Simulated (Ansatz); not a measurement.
Given this structure, the input geometry of an electronic-structure calculation (not necessarily at equilibrium), written in its standard cell:

```yaml
crystal:
  lattice:
    - [5.16000, 0.00000, 0.00000]
    - [0.00000, 5.16000, 0.00000]
    - [0.00000, 0.00000, 5.16000]
  atoms:
    - { symbol: Ce, position: [0.00000, 0.00000, 0.00000] }
    - { symbol: Ce, position: [0.00000, 0.50000, 0.50000] }
    - { symbol: Ce, position: [0.50000, 0.00000, 0.50000] }
    - { symbol: Ce, position: [0.50000, 0.50000, 0.00000] }
```

> What does the kinematic electron diffraction pattern along [111] look like at 200 kV (B = 0.5 Å²)?

The spots form a hexagonal net with both shortest vectors at d = 1.82 Å, 60.0° apart. They are -2 2 0 and -2 0 2. The pattern has symmetry 6mm. The lattice centring (F) removes all reflections that break h + k = 2n, h + l = 2n.

Strongest reflections with d > 0.80 Å, one of each family (|F|² from tabulated Gaussian fits of the electron scattering factors, times a small damping for the curvature of the Ewald sphere):

| hkl | d (Å) | I (strongest = 100) |
| --- | --- | --- |
| 2 0 -2 | 1.824 | 100 |
| 4 -2 -2 | 1.053 | 24 |
| 4 0 -4 | 0.912 | 15 |

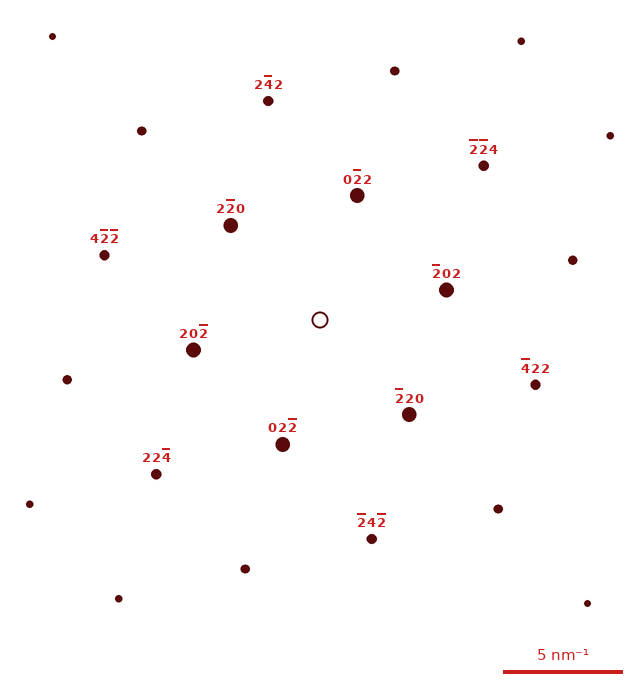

Calculated pattern, seen from the source side with [111] pointing towards the source.
